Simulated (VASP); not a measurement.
Band structure of Mg$_{2}$Cd (space group Fd-3m). Method: PBE GGA, VASP's PBE PAW potentials (set 64) (plane waves; VASP).

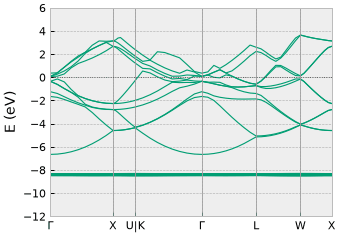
*Bands along high-symmetry lines, zero at the valence-band maximum or, without a gap, the Fermi level*

Problem. Read the plot: is there a gap, and where are the band edges?

Solution. It has no gap at this level: it comes out as a metal or semimetal.

The structure was generated: Mg2Cd was put into an ordered model structure, which need not be its known phase. The cell was not relaxed at this level. The k-mesh is coarse (spacing up to 0.31 per Å, 2π included), so the numbers may not be converged in it.
